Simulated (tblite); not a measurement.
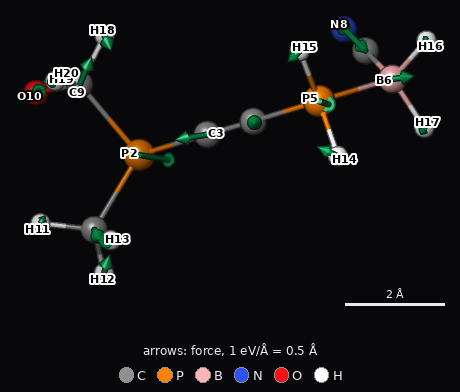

Starting geometry of C₅H₁₀BNOP₂ with the computed forces as green arrows. The picture is a ball-and-stick view, seen at a tilt.

All numbers below come from GFN2-xTB geometry optimisation, gas phase (tblite 0.8.0). 

Q: Is this structure relaxed? If not, where do the atoms go?

A: It isn't relaxed: the largest force vector, on a C atom, is 2.84 eV/Å. The final displacements have little in common with the starting forces (cosine between the two patterns 0.10). The largest move after the best rigid fit is that of the N atom, 2.40 Å. Largest moves by element: N 2.40 Å, H 1.65 Å, C 1.54 Å, P 0.73 Å, O 0.63 Å, B 0.59 Å. Some distances before and after: C–P 1.808 → 1.765 Å, C–H 1.131 → 1.089 Å, C–P 1.782 → 1.742 Å, H–O 0.996 → 0.963 Å. Among the angles between lasting bonds that change: B–P–H 106.8° → 122.2°, C–P–C 111.6° → 98.5°, C–P–C 106.8° → 94.7°. Groups turn about C–P by about 40°, B–P by about 25°. Over 287 geometry steps the energy falls by 1.205 eV. The run took 2.8 s on 1 thread of Arm Neoverse V1 (shared host).
